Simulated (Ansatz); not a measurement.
**FTi···FTi2 (quintet): density, localisation and related maps**

```xyz
5

Ti   -1.2425   -0.2038    0.6763
Ti    0.9997   -0.0623   -0.9037
Ti    1.4117   -0.2985    1.1051
F    -2.9205   -0.8620    0.7273
F     1.7516    1.4265   -1.6049
```

Geometry: PBE0-D4/def2-SVP; ⟨S²⟩ = 6.17, above the pure value of 6.00.

Computed with Ansatz, UKS PBE0-D4/def2-TZVP.

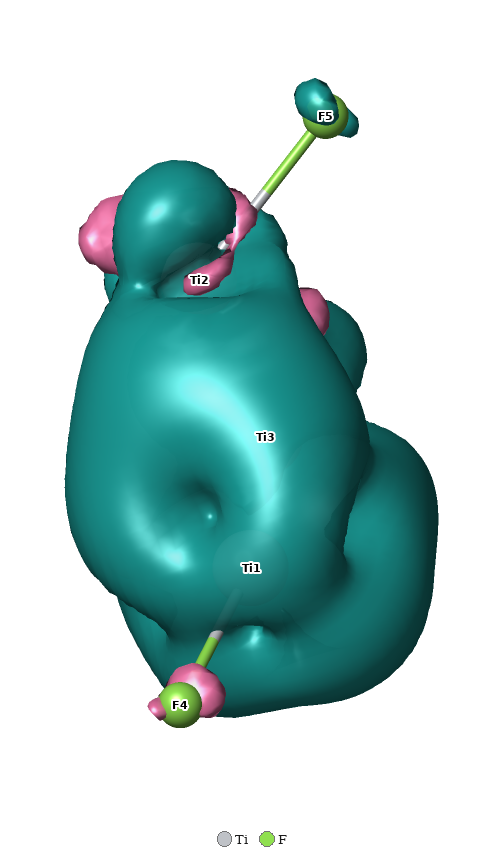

Figure 1. Isosurfaces of the spin density at +0.03 (teal) and −0.03 e/Å³ (pink), seen at an oblique angle.

Question: Where is the unpaired spin?

Answer: The unpaired spin (4 electrons) lies mostly on Ti1 (about 2.1), Ti3 (about 1.4) and Ti2 (about 0.5), in electrons by Hirshfeld's partition.

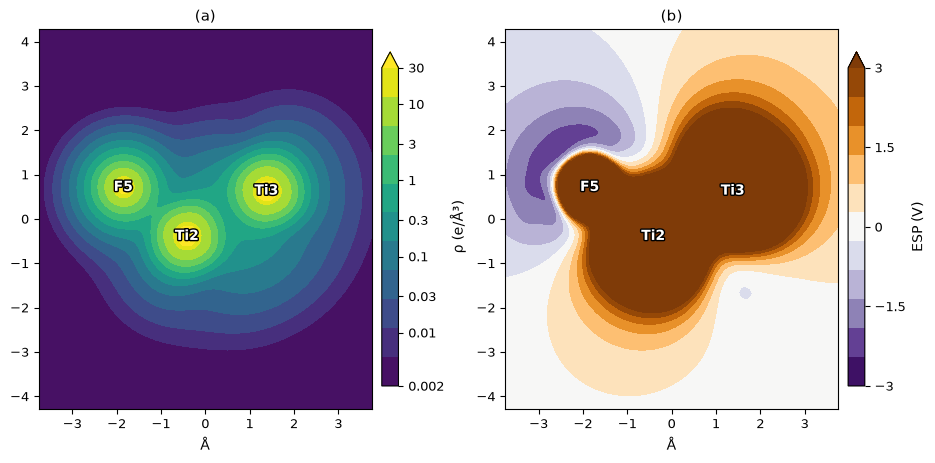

Figure 2. (a) electron density; (b) electrostatic potential on the plane of atoms Ti3, Ti2 and F5.

Question: What does the map show?

Answer:
- The section cuts through Ti and F sites.
- Ti–F (1.81 Å): the density is about 0.95 e/Å³ at the midpoint.
- Ti–Ti (2.06 Å): the density is about 0.67 e/Å³ at the midpoint.
- Outside the dense part of the complex the potential is most negative (−2.3 V) near F5.

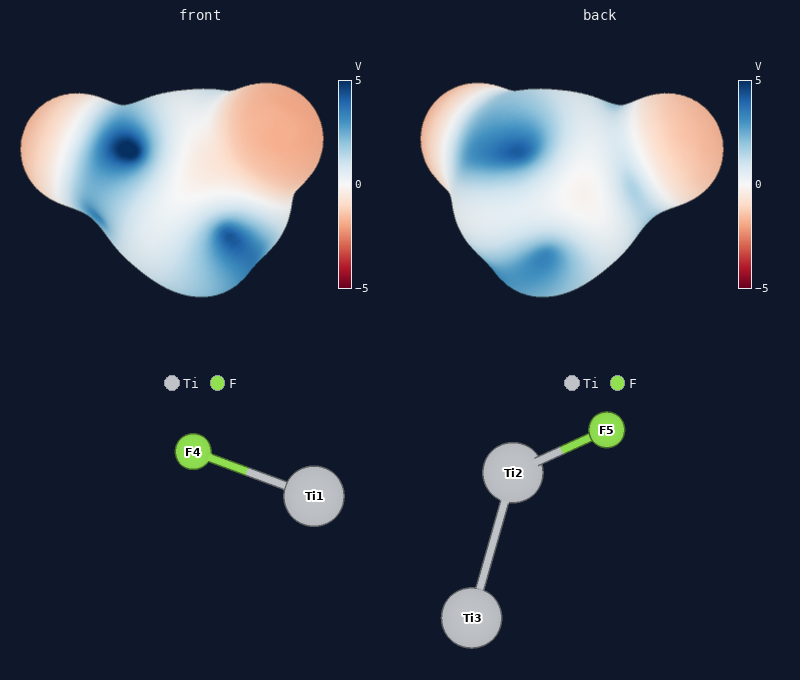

Figure 3. The electrostatic potential painted on the density surface at 0.002 e/bohr³, seen from the front and from behind; the colour scale runs from red (negative) to blue (positive). The bare structure is drawn below in the same view.

Question: Describe the electrostatic potential map.

Answer: The most negative region (about −1.9 V) lies over F5, the most positive (about +4.6 V) over Ti1.
